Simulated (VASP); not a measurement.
Band structure of GaS (relaxed from the beta-GaS structure, space group P6_3/mmc). All values below come from PBE GGA, VASP's PBE PAW potentials (set 64) (plane waves; VASP).

Without a dispersion term in the relaxation, distances and binding between the weakly bound layers, chains or molecules are unreliable, and so is what depends on them.

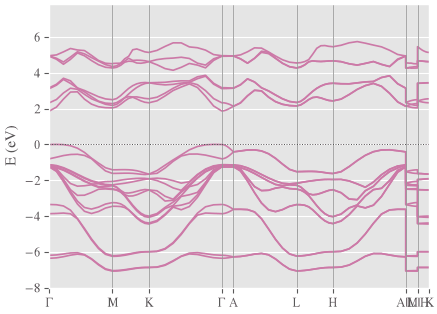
Figure. Bands along high-symmetry lines, zero at the valence-band maximum or, without a gap, the Fermi level

**Question.** Read the plot: is there a gap, and where are the band edges?

**Answer.** The gap is indirect, 1.87 eV, from the valence maximum at K-Γ at 0.89 to the conduction minimum at Γ. (Edges off the drawn lines would not show.)

The structure was generated: GaS was put into the beta-GaS type (P6_3/mmc), which need not be its known phase. It was relaxed first, which changed the volume by +11 %.
